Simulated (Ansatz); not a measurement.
NiSi2: thickness series

Take NiSi₂ (space group Fm-3m, No. 225; a = 5.3870 Å; non-magnetic) as the base. Axes: x, y, z lie along the cube axes.

Free-standing slabs (3 atom(s) a layer) normal to [111] with 15 Å of vacuum; in-plane cell held at bulk.

The values are results of r2SCAN (Ansatz, a program for electronic structure), without spin-orbit coupling, not measurements.

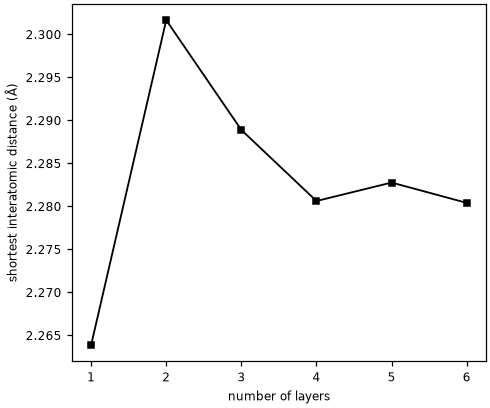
Figure. Shortest interatomic distance against number of layers

```json
[
 {"number of layers": "1", "shortest interatomic distance": "2.264 Å"},
 {"number of layers": "2", "shortest interatomic distance": "2.302 Å"},
 {"number of layers": "3", "shortest interatomic distance": "2.289 Å"},
 {"number of layers": "4", "shortest interatomic distance": "2.281 Å"},
 {"number of layers": "5", "shortest interatomic distance": "2.283 Å"},
 {"number of layers": "6", "shortest interatomic distance": "2.280 Å"}
]
```

Stability against distortions was not tested. Seeded moments were not kept for the base. The final runs are not spin-polarised.
